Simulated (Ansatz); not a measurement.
BH₃O₂F: geometry relaxation

- system: BH₃O₂F, multiplicity 2
- method: UHF/def2-SVP (Ansatz 0.2.0)

The input holds or restrains some coordinates. Forces given for the steps count only the free coordinates. It belongs to a series of runs on one base structure; here: pulled along the bonds that form and break, towards end A.

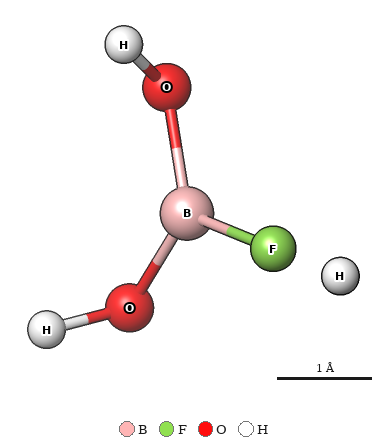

Figure 1. The input geometry (ball-and-stick view, seen at a tilt). Bond lengths as drawn: B–F 1.57 Å, B–O 1.41 Å and H–O 1.01 Å.

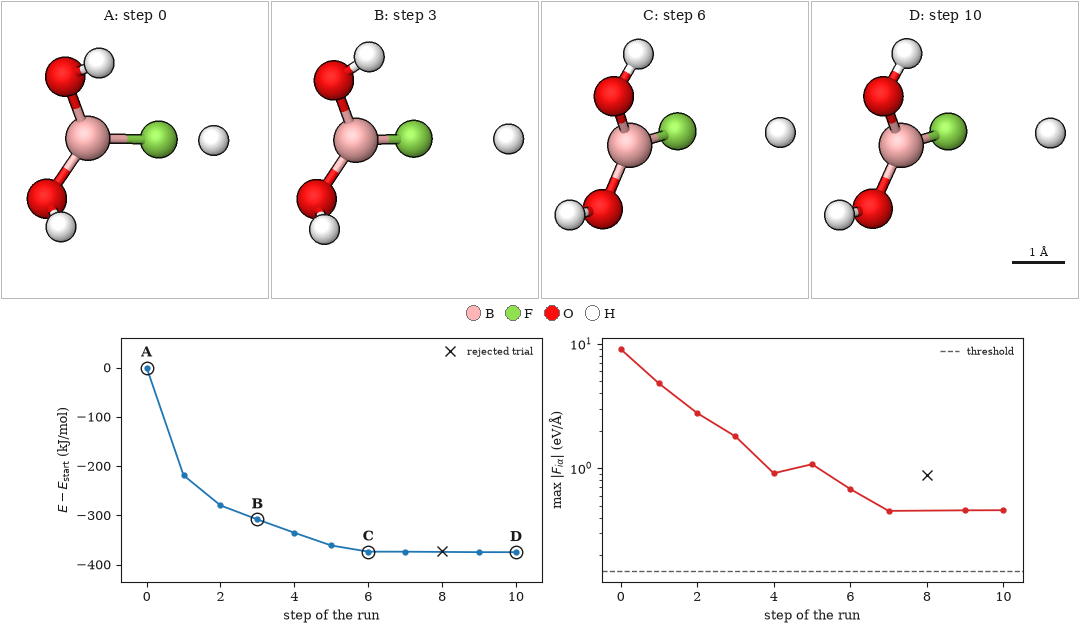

Figure 2. Frames of the restrained relaxation (ball-and-stick view, seen at a tilt) above the curves, on which the letters mark them (the first geometry is step 0 here and step 1 in the log).

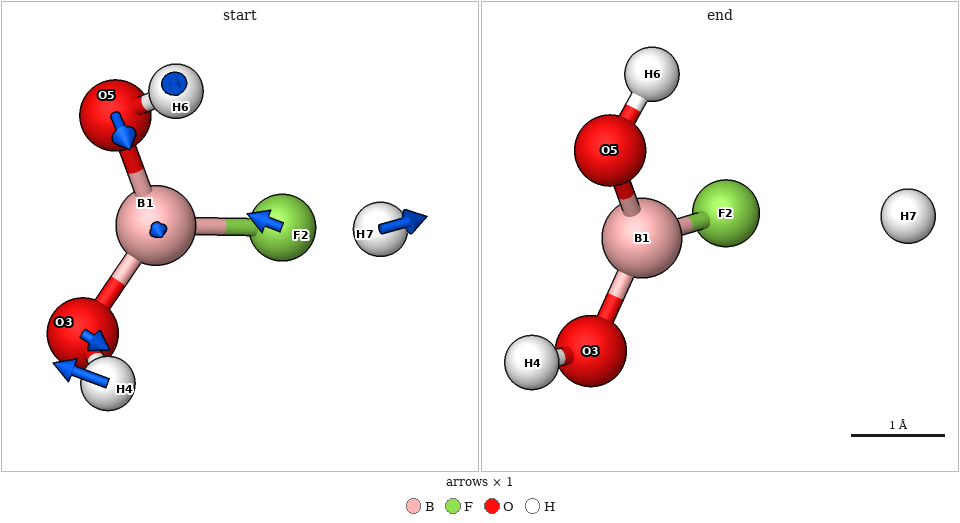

Figure 3. Before (left) and after (right) the restrained relaxation, at one scale (ball-and-stick view, seen at a tilt). The blue arrows give the displacements, at true length. The largest move after the best rigid fit is that of H4, 0.65 Å. By element the largest moves are H 0.65 Å, O 0.59 Å, F 0.42 Å, B 0.21 Å. Among the contacts that change: B1–F2 1.570 → 1.323 Å, B1–O3 1.410 → 1.339 Å, O3–H4 1.010 → 0.944 Å, B1–O5 1.410 → 1.347 Å. Among the angles that change: B1–O5–H6 109.5° → 114.7°, B1–O3–H4 109.5° → 113.9°. Over 10 geometry steps the energy falls by 374.9 kJ/mol. The largest force component goes from 9.1 to 0.46 eV/Å. The line search rejected the trial step at point 8 (counted from 0) and went back. (Atoms are counted from 1 in the order of the input.)

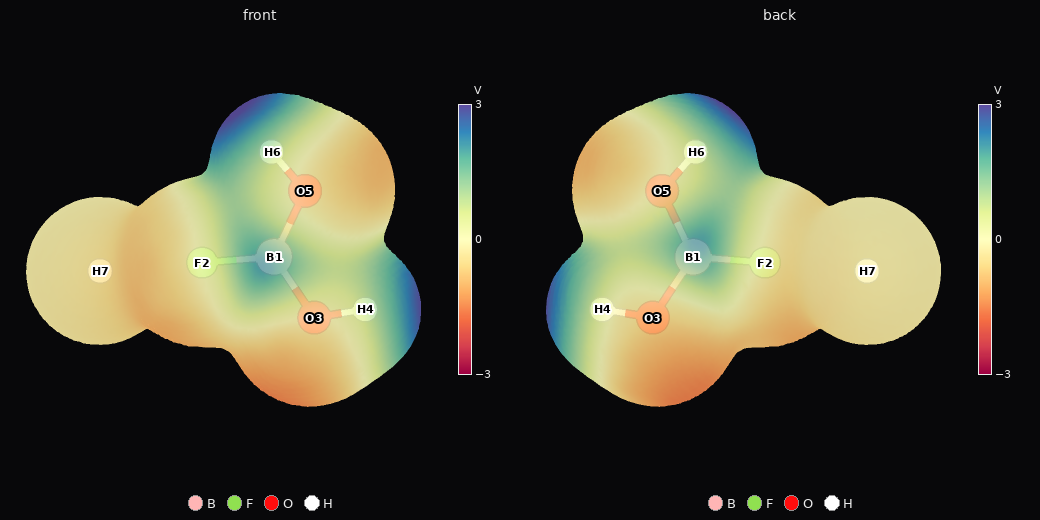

Figure 4. The electrostatic potential painted on the density surface at 0.002 e/bohr³, seen at a tilt and from behind; the colour scale runs from red (negative) to blue (positive).

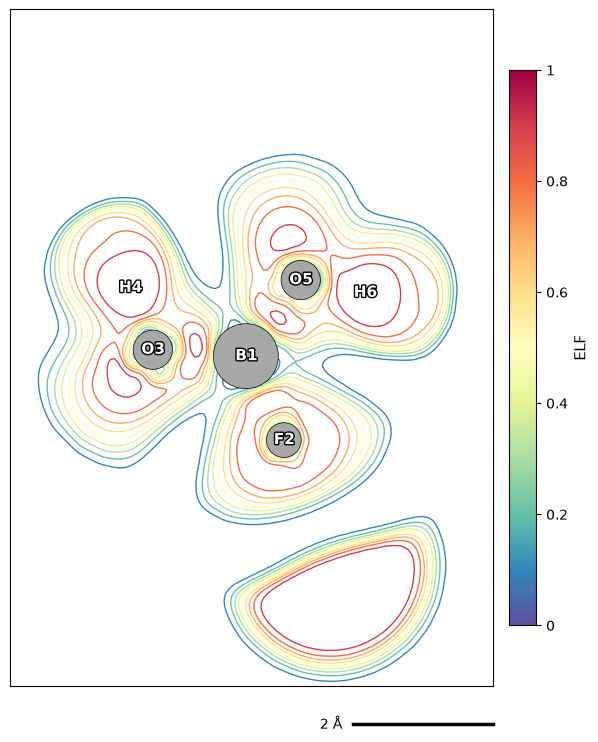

Figure 5. Electron localisation function on the plane of atoms F2, B1 and O5. Grey discs, where drawn, cover atomic cores. B–F (1.32 Å): the ELF peaks at about 0.90 between the atoms, which marks a shared but strongly polarised pair. O–H (0.94 Å): the ELF climbs to about 1 towards the hydrogen, as it does in any bond to H (a covalent bond by its length).

These pictures come from the run below.

## The input
```yaml
crystal:
  periodic: [false, false, false]
  atoms:
    - { symbol: B, position_ang: [0.0, 0.0, 0.0] }
    - { symbol: F, position_ang: [0.0, 0.0, 1.57] }
    - { symbol: O, position_ang: [1.2211, 0.0, -0.705] }
    - { symbol: H, position_ang: [1.5209, -0.9519, -0.8599] }
    - { symbol: O, position_ang: [-1.2211, 0.0, -0.705] }
    - { symbol: H, position_ang: [-1.7308, -0.8467, -0.4965] }
    - { symbol: H, position_ang: [0.0, 0.0, 2.79] }
magnetization:
  spin_polarized: true
  initial_magnetization: 1
basis:
  gaussian: { orbitals: def2-SVP }
hamiltonian:
  xc: hf
relax:
  f_tol: 0.15
  max_steps: 25
  restrain:
    - { distance: [1, 6], at: 2.12, k: 30.0 }
    - { distance: [0, 1], at: 1.32, k: 30.0 }
output:
  orbitals: {}
```

Run as:
```bash
ansatz run input.yaml --threads 1 --pin off --max-ram 2048MiB --backend cpu --events-out ev --progress --plain --runs-dir out
```

## Output
```
The last accepted step is kept in [file] (removed where the run ends without a failure and the disk answers)
Engine: ansatz 0.2.0, aarch64-unknown-linux-gnu
Functional definition: HF
  exchange = exact_x
  correlation = 0
755 factors; integrals over basis functions are off by at most 3.6e-4 eV
mean field evaluation 1: about -7487.6449 eV, gradient 3.0e1 eV
mean field evaluation 2: about -7487.7497 eV, gradient 3.1e1 eV
mean field evaluation 4: about -7492.0566 eV, gradient 3.1e0 eV
mean field evaluation 8: about -7492.2536 eV, gradient 2.2e-1 eV
mean field -7492.25430087 eV, -275.3352671247 hartree, gradient 2.2e-5 eV, S^2 0.754099; 0 other end points of the search recorded, 0 dependent functions left out
the calculation of the forces begins
reference -7492.25430087 eV, -275.3352671247 hartree; 17, 16 occupied and 54, 55 virtual orbitals, 755 factors
relax step   1: F+E_penalty+E_count = -7492.25430087 eV  Δ(F+E_penalty+E_count) = +0.000e0 eV  max|allowed force component| = 9.070e0 eV/Å  E_restraint = 13.08750000 eV  max|allowed force component, restraints' pulls added| = 4.357e1 eV/Å  Δτ_max = 0.0000 Å  (47 SCF iters, accepted)
  distance F 1 - H 6 = 1.2200 Å
  distance B 0 - F 1 = 1.5700 Å
these checks for a lower state are left out or cut short: starts, cluster_reference, orbital_swaps, neighbouring_geometries, increment
755 factors; integrals over basis functions are off by at most 3.0e-4 eV
mean field evaluation 16: about -7493.4891 eV, gradient 1.1e1 eV
mean field -7494.52203170 eV, -275.4186046956 hartree, gradient 1.2e-5 eV, S^2 0.750758; 0 other end points of the search recorded, 0 dependent functions left out
[... from here on the field's lines of each further geometry are left out, up to the last ...]
relax step   2: F+E_penalty+E_count = -7494.52203170 eV  Δ(F+E_penalty+E_count) = -2.268e0 eV  max|allowed force component| = 4.804e0 eV/Å  E_restraint = 4.27140036 eV  max|allowed force component, restraints' pulls added| = 2.316e1 eV/Å  Δτ_max = 0.1911 Å  (41 SCF iters, accepted)
relax step   3: F+E_penalty+E_count = -7495.15520259 eV  Δ(F+E_penalty+E_count) = -6.332e-1 eV  max|allowed force component| = 2.772e0 eV/Å  E_restraint = 0.45686976 eV  max|allowed force component, restraints' pulls added| = 5.824e0 eV/Å  Δτ_max = 0.1949 Å  (35 SCF iters, accepted)
relax step   4: F+E_penalty+E_count = -7495.45025061 eV  Δ(F+E_penalty+E_count) = -2.950e-1 eV  max|allowed force component| = 1.800e0 eV/Å  E_restraint = 0.00513325 eV  max|allowed force component, restraints' pulls added| = 1.800e0 eV/Å  Δτ_max = 0.1988 Å  (34 SCF iters, accepted)
relax step   5: F+E_penalty+E_count = -7495.73027277 eV  Δ(F+E_penalty+E_count) = -2.800e-1 eV  max|allowed force component| = 9.103e-1 eV/Å  E_restraint = 0.00585330 eV  max|allowed force component, restraints' pulls added| = 9.103e-1 eV/Å  Δτ_max = 0.2000 Å  (37 SCF iters, accepted)
relax step   6: F+E_penalty+E_count = -7495.99835945 eV  Δ(F+E_penalty+E_count) = -2.681e-1 eV  max|allowed force component| = 1.076e0 eV/Å  E_restraint = 0.00555155 eV  max|allowed force component, restraints' pulls added| = 1.076e0 eV/Å  Δτ_max = 0.2000 Å  (37 SCF iters, accepted)
relax step   7: F+E_penalty+E_count = -7496.12821219 eV  Δ(F+E_penalty+E_count) = -1.299e-1 eV  max|allowed force component| = 6.796e-1 eV/Å  E_restraint = 0.00512787 eV  max|allowed force component, restraints' pulls added| = 8.807e-1 eV/Å  Δτ_max = 0.2000 Å  (40 SCF iters, accepted)
relax step   8: F+E_penalty+E_count = -7496.12906923 eV  Δ(F+E_penalty+E_count) = -8.570e-4 eV  max|allowed force component| = 4.535e-1 eV/Å  E_restraint = 0.00507041 eV  max|allowed force component, restraints' pulls added| = 6.468e-1 eV/Å  Δτ_max = 0.0498 Å  (36 SCF iters, accepted)
relax step   9: F+E_penalty+E_count = -7496.10523286 eV  Δ(F+E_penalty+E_count) = +2.384e-2 eV  max|allowed force component| = 8.889e-1 eV/Å  E_restraint = 0.00115254 eV  max|allowed force component, restraints' pulls added| = 9.217e-1 eV/Å  Δτ_max = 0.0757 Å  (35 SCF iters, rejected (line search))
relax step  10: F+E_penalty+E_count = -7496.13878058 eV  Δ(F+E_penalty+E_count) = -9.711e-3 eV  max|allowed force component| = 4.581e-1 eV/Å  E_restraint = 0.00382017 eV  max|allowed force component, restraints' pulls added| = 1.686e-1 eV/Å  Δτ_max = 0.0378 Å  (35 SCF iters, accepted)
the calculation of the forces begins
reference -7496.13938944 eV, -275.4780414960 hartree; 17, 16 occupied and 54, 55 virtual orbitals, 755 factors
relax step  11: F+E_penalty+E_count = -7496.13938944 eV  Δ(F+E_penalty+E_count) = -6.089e-4 eV  max|allowed force component| = 4.593e-1 eV/Å  E_restraint = 0.00365742 eV  max|allowed force component, restraints' pulls added| = 4.883e-3 eV/Å  Δτ_max = 0.0133 Å  (36 SCF iters, accepted)
  distance F 1 - H 6 = 2.1353 Å
  distance B 0 - F 1 = 1.3230 Å
755 factors; integrals over basis functions are off by at most 6.1e-4 eV
mean field evaluation 96: about -7496.1394 eV, gradient 7.8e-3 eV
mean field -7496.13938944 eV, -275.4780414960 hartree, gradient 8.1e-5 eV, S^2 0.750104; 1 other end points of the search recorded, 0 dependent functions left out
the calculation of the forces begins
reference -7496.13938944 eV, -275.4780414960 hartree; 17, 16 occupied and 54, 55 virtual orbitals, 755 factors
Total energy: -7496.13938944 eV, -275.4780414960 hartree
Atom 0 at     0.087809    -0.193124    -0.015495 Å, force     0.016964    -0.027856    -0.083471 eV/Å
Atom 1 at    -0.092609     0.228573     1.225402 Å, force    -0.000733     0.076295    -0.376262 eV/Å
Atom 2 at     1.338838    -0.262962    -0.486662 Å, force    -0.000263     0.000837     0.003512 eV/Å
Atom 3 at     1.395308    -0.573043    -1.376786 Å, force     0.001203    -0.000568    -0.003843 eV/Å
Atom 4 at    -0.975614    -0.539821    -0.766431 Å, force    -0.002038     0.001404     0.001326 eV/Å
Atom 5 at    -1.810330    -0.451130    -0.333250 Å, force    -0.002154    -0.000586    -0.000550 eV/Å
Atom 6 at    -0.153302    -0.007093     3.346822 Å, force    -0.012979    -0.049525     0.459288 eV/Å
Dipole moment:    -0.289189    -0.124989    -0.334173 e Å
```

## Trajectory as extended XYZ (Å, eV, eV/Å), 11 frames, from step=1 to step=11
```
7
Properties=species:S:1:pos:R:3:forces:R:3 step=1 energy=-7492.25430
B     0.0000    0.0000    0.0000    0.0228   0.2036  -0.0884
F     0.0000    0.0000    1.5700   -0.0389  -0.1081  -9.0698
O     1.2211    0.0000   -0.7050   -1.5411  -2.8144   1.7572
H     1.5209   -0.9519   -0.8599   -0.7035   2.8838   0.3783
O    -1.2211    0.0000   -0.7050    1.1648  -2.9148   2.6321
H    -1.7308   -0.8467   -0.4965    1.0989   2.7556  -0.4320
H     0.0000    0.0000    2.7900   -0.0031  -0.0057   4.8226
7
Properties=species:S:1:pos:R:3:forces:R:3 step=2 energy=-7494.52203
B    -0.0001   -0.0030   -0.0260   -0.0204  -0.0257   0.7321
F    -0.0006   -0.0021    1.3790   -0.0308  -0.0564  -4.8036
O     1.2110   -0.0160   -0.6911   -0.7778  -1.5648   0.7586
H     1.5148   -0.9315   -0.8560   -0.3734   1.7039   0.1659
O    -1.2105   -0.0192   -0.6909    0.6730  -1.7074   1.0596
H    -1.7243   -0.8267   -0.4935    0.5289   1.6487  -0.1165
H    -0.0001   -0.0002    2.9721    0.0005   0.0016   2.2040
7
Properties=species:S:1:pos:R:3:forces:R:3 step=3 energy=-7495.15520
B    -0.0005   -0.0082   -0.0540   -0.0393  -0.2099  -2.7723
F    -0.0021   -0.0033    1.2134   -0.0284   0.0496   2.4361
O     1.2030   -0.0293   -0.6903   -0.0923  -0.2776  -0.1262
H     1.5132   -0.9131   -0.8574    0.0295   0.4458  -0.1132
O    -1.2001   -0.0394   -0.6946    0.2448  -0.5703  -0.4169
H    -1.7236   -0.8062   -0.4904   -0.1156   0.5600   0.1606
H     0.0002    0.0010    3.1670    0.0013   0.0024   0.8321
7
Properties=species:S:1:pos:R:3:forces:R:3 step=4 energy=-7495.45025
B     0.0101   -0.1088   -0.1010    0.0054   1.2869  -0.1593
F    -0.0149   -0.0183    1.2262   -0.0707  -0.4819  -0.5677
O     1.2207   -0.0237   -0.7244   -0.4114  -0.6455   0.2576
H     1.5965   -0.8664   -0.9475    0.0265   0.3380  -0.1438
O    -1.1714   -0.0899   -0.7741   -0.2043  -1.7998   0.3684
H    -1.8239   -0.7277   -0.4464    0.6569   1.2895  -0.2164
H    -0.0270    0.0362    3.3607   -0.0024   0.0129   0.4612
7
Properties=species:S:1:pos:R:3:forces:R:3 step=5 energy=-7495.73027
B     0.0492   -0.1089   -0.0753   -0.2559   0.2973  -0.5198
F    -0.0439   -0.0319    1.2445    0.0142  -0.0605  -0.4436
O     1.2647   -0.0321   -0.6661    0.2337  -0.9103   0.1360
H     1.5274   -0.8288   -1.1313   -0.3080   0.9069   0.0813
O    -1.0861   -0.2186   -0.8085    0.0590  -0.8526   0.4466
H    -1.8112   -0.6368   -0.3503    0.2709   0.5997  -0.1576
H    -0.1101    0.0585    3.3806   -0.0139   0.0197   0.4570
7
Properties=species:S:1:pos:R:3:forces:R:3 step=6 energy=-7495.99836
B     0.0723   -0.1274   -0.0536   -0.0021   0.1332  -0.5846
F    -0.0969    0.1593    1.2332    0.0347   0.0460  -0.7376
O     1.3182   -0.1196   -0.5720   -0.1860  -0.5439   0.3258
H     1.4395   -0.7496   -1.2722   -0.0990   0.4944  -0.0418
O    -1.0126   -0.4037   -0.8261    0.0720  -0.2602   1.0755
H    -1.7818   -0.5399   -0.2778    0.1914   0.1678  -0.4963
H    -0.1487   -0.0177    3.3621   -0.0110  -0.0372   0.4589
7
Properties=species:S:1:pos:R:3:forces:R:3 step=7 energy=-7496.12821
B     0.0922   -0.1705   -0.0356    0.0948  -0.2061   0.6796
F    -0.0937    0.2392    1.2129    0.0711   0.2102  -0.4387
O     1.3481   -0.2640   -0.4836   -0.0716   0.0096  -0.4257
H     1.3903   -0.5848   -1.3742    0.1076   0.0541   0.1451
O    -0.9755   -0.5375   -0.7554   -0.2414  -0.0255  -0.3854
H    -1.8019   -0.4583   -0.3030    0.0554   0.0123  -0.0284
H    -0.1696   -0.0227    3.3325   -0.0160  -0.0547   0.4535
7
Properties=species:S:1:pos:R:3:forces:R:3 step=8 energy=-7496.12907
B     0.0800   -0.1775   -0.0411    0.1569  -0.1744   0.4505
F    -0.0948    0.2426    1.2054    0.0222   0.1783  -0.4177
O     1.3368   -0.2654   -0.4872    0.0870   0.0660  -0.1914
H     1.4399   -0.5817   -1.3711   -0.0971   0.0043   0.0360
O    -0.9952   -0.5394   -0.7546   -0.1743  -0.0118  -0.2555
H    -1.8098   -0.4516   -0.2821    0.0204  -0.0064  -0.0754
H    -0.1668   -0.0256    3.3243   -0.0151  -0.0559   0.4535
7
Properties=species:S:1:pos:R:3:forces:R:3 step=9 energy=-7496.10523 accepted=F
B     0.0966   -0.2379    0.0014   -0.0391   0.8889  -0.3378
F    -0.0931    0.2446    1.2186    0.0472  -0.1985  -0.2191
O     1.3452   -0.2598   -0.4835   -0.0467  -0.5129  -0.5856
H     1.3818   -0.5578   -1.3910    0.0418   0.1929   0.6223
O    -0.9724   -0.5413   -0.7602    0.1361  -0.3261   0.0144
H    -1.8010   -0.4394   -0.3222   -0.1230   0.0093   0.0352
H    -0.1669   -0.0071    3.3306   -0.0163  -0.0537   0.4705
7
Properties=species:S:1:pos:R:3:forces:R:3 step=10 energy=-7496.13878
B     0.0857   -0.1885   -0.0222    0.0304  -0.0525   0.0613
F    -0.0936    0.2349    1.2192   -0.0028   0.1030  -0.3772
O     1.3380   -0.2623   -0.4859    0.0415   0.0109  -0.0521
H     1.4060   -0.5772   -1.3733   -0.0157  -0.0025  -0.0093
O    -0.9807   -0.5400   -0.7636   -0.0107  -0.0072  -0.0751
H    -1.8096   -0.4516   -0.3199   -0.0294   0.0006  -0.0058
H    -0.1556   -0.0140    3.3393   -0.0132  -0.0523   0.4581
7
Properties=species:S:1:pos:R:3:forces:R:3 step=11 energy=-7496.13939
B     0.0878   -0.1931   -0.0155    0.0170  -0.0279  -0.0835
F    -0.0926    0.2286    1.2254   -0.0007   0.0763  -0.3763
O     1.3388   -0.2630   -0.4867   -0.0003   0.0008   0.0035
H     1.3953   -0.5730   -1.3768    0.0012  -0.0006  -0.0038
O    -0.9756   -0.5398   -0.7664   -0.0020   0.0014   0.0013
H    -1.8103   -0.4511   -0.3332   -0.0022  -0.0006  -0.0006
H    -0.1533   -0.0071    3.3468   -0.0130  -0.0495   0.4593
```

## Results in brief

- outcome: converged under the restraints of the input
- total energy: −7496.1394 eV
- mean-field energy: −7496.1394 eV
- ⟨S²⟩: 0.750
- largest force (length of the vector) at the end, held atoms and coordinates included: 0.462 eV/Å
- hardware: 1 thread of Arm Neoverse V2, 24 GiB of memory available, shared host
- wall time: 12 s
- peak memory: 0.13 GiB
